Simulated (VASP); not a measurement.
Band structure of CdHgSe$_{2}$ (space group P-4m2). Computed with r2SCAN meta-GGA, VASP's PBE PAW potentials (set 64) (plane waves; VASP).

Unless said otherwise, spin-orbit coupling is left out, though it shifts the bands of the heavy elements here.

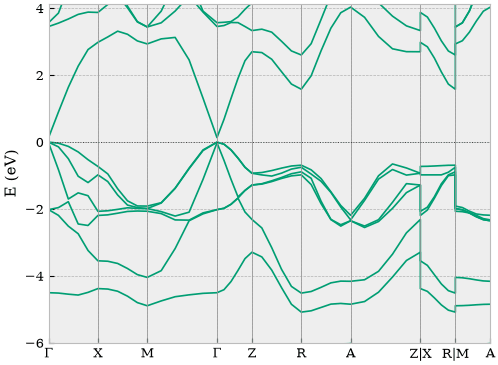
Fig. 1. Bands along high-symmetry lines, zero at the valence-band maximum or, without a gap, the Fermi level

### Question
Read the plot: is there a gap, and where are the band edges?

### Answer
The gap is direct, 0.14 eV, from the valence maximum at Γ to the conduction minimum at Γ.

The structure comes from a computed database's CdHgSe2 entry (P-4m2); how it stands against other phases isn't given here. It was relaxed first.
